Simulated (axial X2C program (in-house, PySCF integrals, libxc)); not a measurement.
Relativistic diatomic calculation, with input and output: CdB

System: CdB, single determinant with M_S = 1/2 and |Λ| = 0 (not the lowest found).
Method: PBE0, spin-free X2C-1e, Cd dyall-v3z, B dyall-v3z (cores contracted) (axial X2C program (in-house, PySCF integrals, libxc)).

## The input
```
{"zs": [48, 5], "q": 0, "bas": ["dyall-v3z", "dyall-v3z"], "levels": ["PBE0", "HF", "BP86", "PW91"], "cc": false, "r0": 1.216, "npts": 10, "nst": 2, "ntry": 6}
```

The line is the task of a batch: nuclear charges, charge, bases, the levels to run, a first guess of the distance and further settings. This report covers PBE0 without spin-orbit coupling. The log is that of the reference distance 2.413 Å, started from orbitals converged before.

Launched within a batch (the task file carries these settings):
```bash
python <driver script> task.json out
```

## The program's output
```
spin-free X2C-1e  PBE0
basis functions 169  fitting functions 915  grid points 5083
iter        total energy     max residual
   1      -5618.324223338     1.55e-05
   2      -5618.324223361     9.88e-06
   3      -5618.324223365     6.50e-06
   4      -5618.324223369     2.94e-06
   5      -5618.324223369     5.94e-07
converged
one-electron -7845.09862439  Coulomb 2333.67806274  exact exchange -39.27343826  xc functional -120.26285115  nuclear repulsion 52.63262769
```

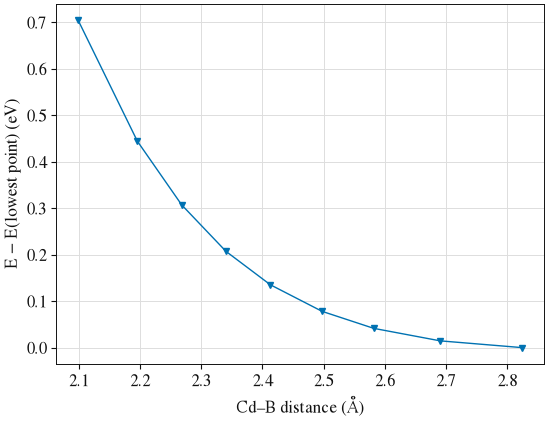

Figure 1. Energy at 9 bond lengths, for one set of occupations held fixed; the line joins the points. The lowest point is at 2.82 Å, the end of the range, so no minimum is bracketed. The lowest point lies 0.05 eV below Cd + B.

## What the run reported

| quantity | value |
| --- | --- |
| outcome | converged |
| largest ⟨S²⟩ along the curve | 0.77 |
| hardware | 1 CPU thread, shared host |
| wall time | 6.1 s |

## What is odd here

This input holds a deliberate oddity: far start. The program ran to the end. Its numbers are those of the input as typed; this run alone doesn't show how far the oddity moves them. Caveats: 9 of the 10 points asked for were kept.
